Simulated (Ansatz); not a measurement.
**HCl···H3Si (doublet): density, localisation and related maps**

| atom | x (Å) | y (Å) | z (Å) |
| --- | --- | --- | --- |
| H | 1.0291 | -0.9287 | -0.9140 |
| Cl | 1.8458 | -1.6692 | -1.6405 |
| Si | -0.5219 | 0.4727 | 0.4642 |
| H | 0.2375 | 1.7032 | 0.8418 |
| H | -0.8910 | -0.3542 | 1.6529 |
| H | -1.6994 | 0.7762 | -0.4045 |

Method: UKS B3LYP/cc-pVDZ in Ansatz 0.2.0.

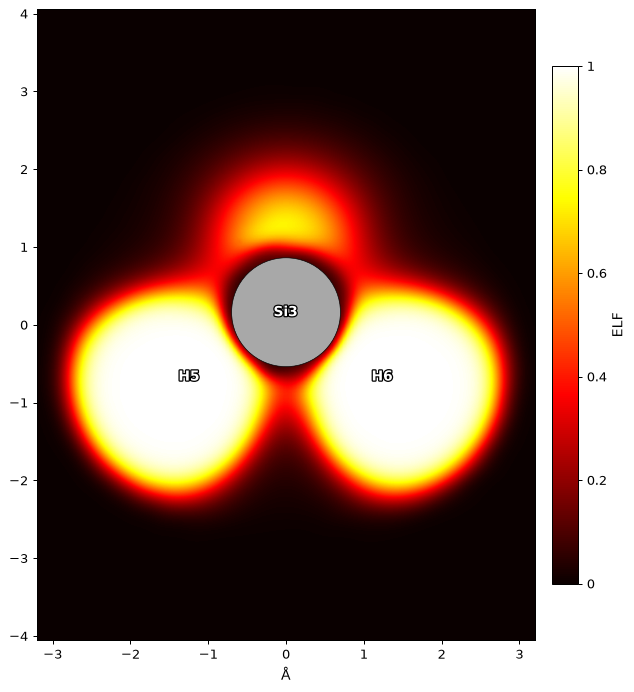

Figure 1. ELF on the plane of atoms H5, Si3 and H6. Grey discs cover the atomic cores.

Question: What does the map show?

Answer:
- The plane passes through Si and H nuclei.
- Si–H (1.49 Å): the ELF climbs to about 1 towards the hydrogen, as it does in any bond to H.

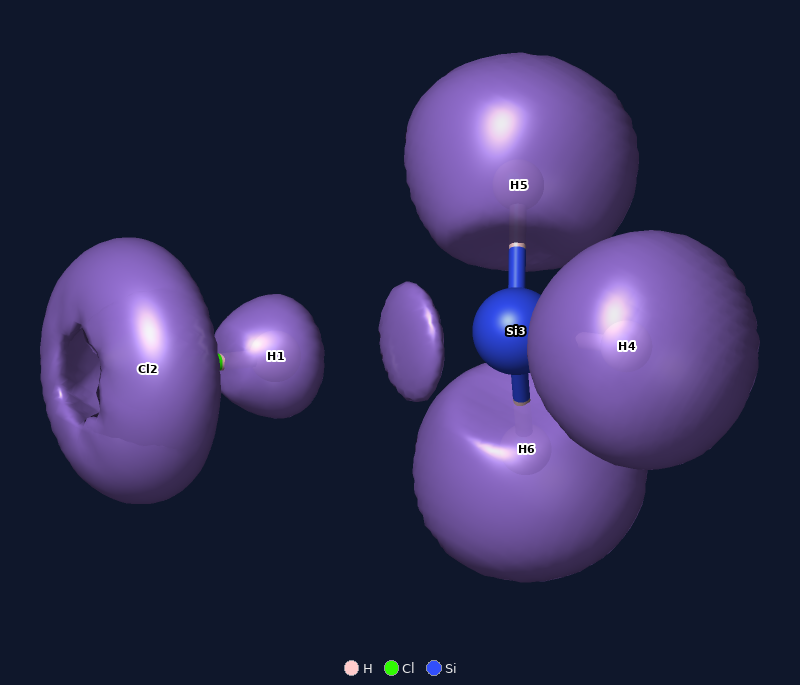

Figure 2. Isosurface of the ELF at 0.85 (purple), seen at a tilt. Core shells and regions of very low density are left out.

Question: Identify the bonds, lone pairs and shells in this picture.

Answer: At this value the surface marks out four regions around hydrogen nuclei, one ring or bowl of non-bonding electrons around Cl and one lobe on Si, pointing away from the bonds (non-bonding electrons). Profiles from the grid: Si3···H1 (2.50 Å): the ELF dips to about 0.25 between them. Cl–H (1.32 Å): the ELF climbs to about 1 towards the hydrogen; an ordinary covalent bond to hydrogen.

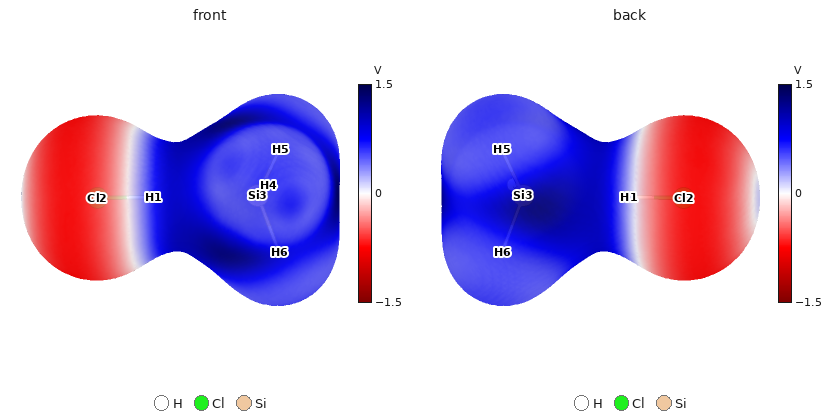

Figure 3. The electrostatic potential painted on the density surface at 0.002 e/bohr³, seen from the front and from behind; red is negative and blue positive.

Question: Where is the surface potential most negative and most positive?

Answer: The most negative region (about −0.7 V, or −16 kcal/mol for a unit charge) lies over Cl2, the most positive (about +1.3 V, or +30 kcal/mol for a unit charge) over Si3.
